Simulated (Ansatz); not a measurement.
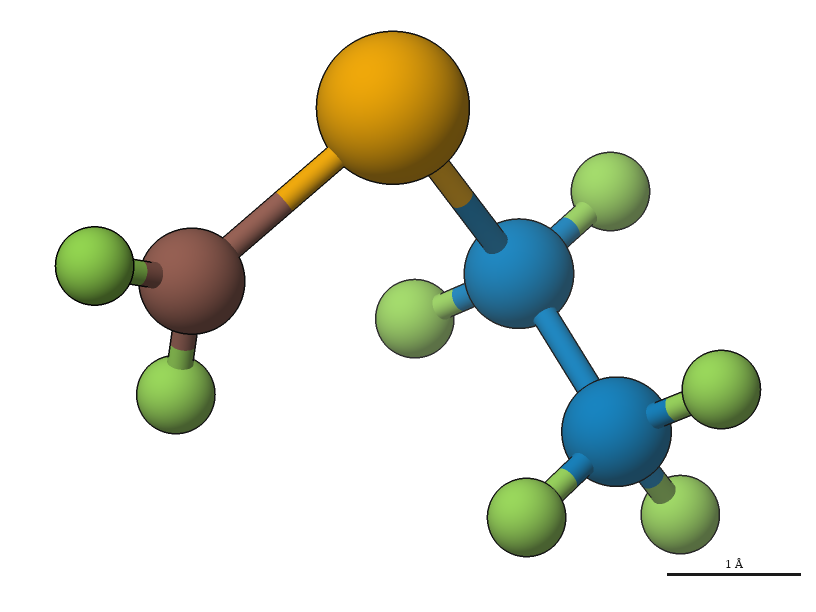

Ball-and-stick drawing of a structure. Colours: carbon blue, tin orange, nitrogen brown, hydrogen green.

The geometry was computed by an optimisation with PBE0-D4/def2-TZVP.

Description:

It has 11 atoms: 2 carbon, 7 hydrogen, 1 nitrogen and 1 tin (C₂H₇NSn). As SMILES it reads `C[CH2][Sn][NH2]`. The point group is C1. Coordination: 2 C tetrahedral; 1 Sn bent; 1 N trigonal planar.

More results for the same structure follow; atom numbers are the same in all pictures, views and colours differ.

Geometry

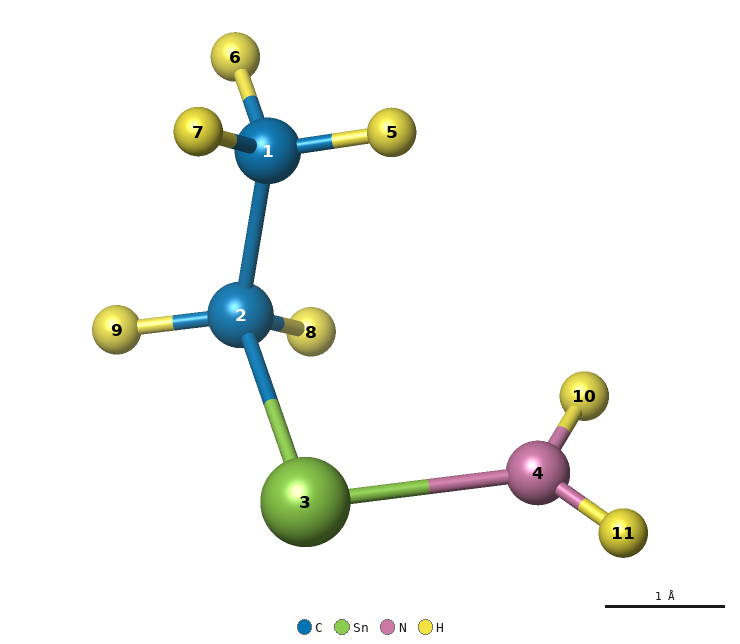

Numbered structure.

List the bonds and their lengths.

```csv
bond,length (Å)
C1–C2,1.526
C1–H5,1.094
C1–H6,1.095
C1–H7,1.095
C2–Sn3,2.205
C2–H8,1.095
C2–H9,1.094
Sn3–N4,2.015
N4–H10,1.009
N4–H11,1.008
```

Vibrations

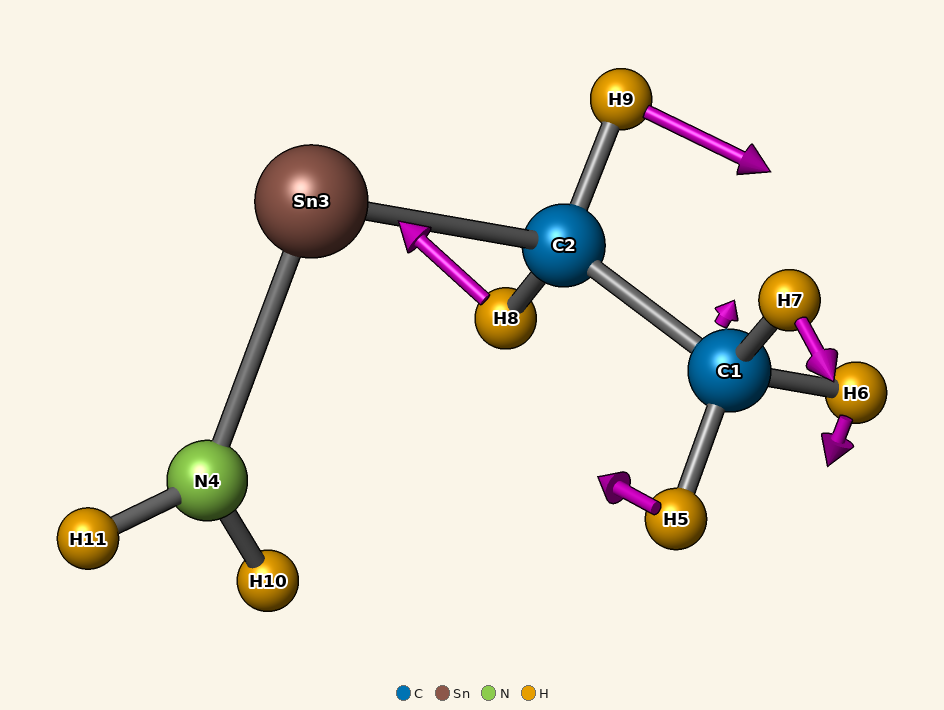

The arrows show one normal mode. Harmonic vibrations computed with RKS PBE0-D4/def2-TZVP, core potentials on Sn (Ansatz 0.2.0) at a stationary point of the same level.

**What kind of motion is it?**

Mostly C–C–H bending.

**At what wavenumber does it lie?**

1252 cm⁻¹; it is mode 15 of 27 counted from the lowest.

Electronic properties

Method: RKS CAM-B3LYP-D4/def2-TZVPP, core potentials on Sn (Ansatz 0.2.0).

Predict the main results.

- HOMO energy (Kohn–Sham orbital): −7.18 eV
- LUMO energy (Kohn–Sham orbital): −0.80 eV
- HOMO–LUMO gap: 6.38 eV
- dispersion correction: −19.4 kJ/mol

Dipole moment

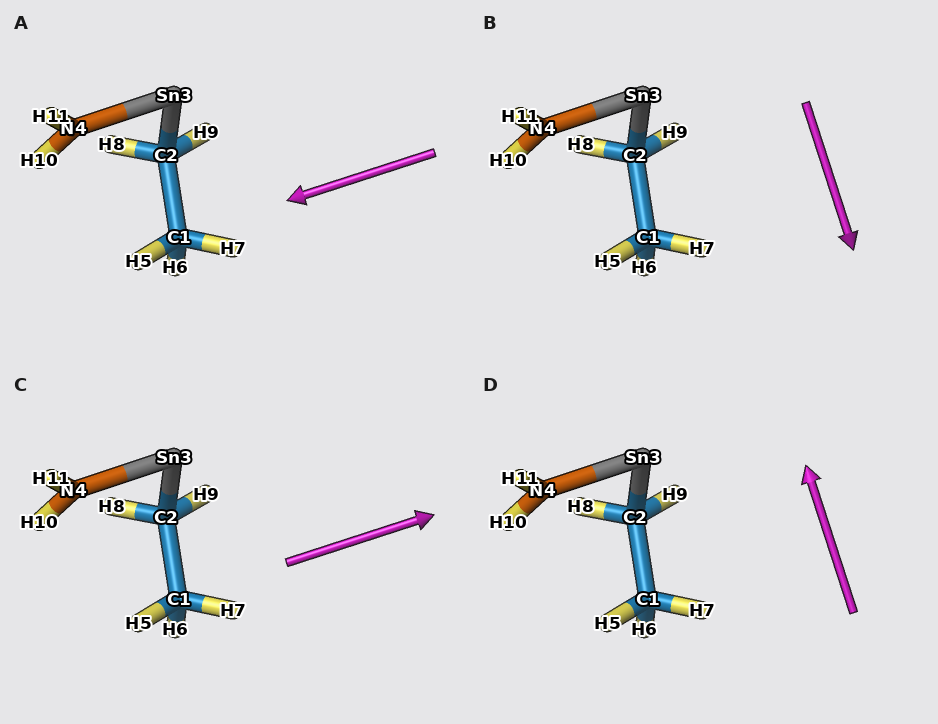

The same molecule four times, each with an arrow. Method: RKS ωB97M-V/def2-TZVPP, core potentials on Sn (Ansatz 0.2.0).

**Which arrow points along the dipole moment, from the negative to the positive end?**

A. The dipole moment is 0.56 D; it points from the side of H9 to the side of H10 (the outermost atoms at the two ends).
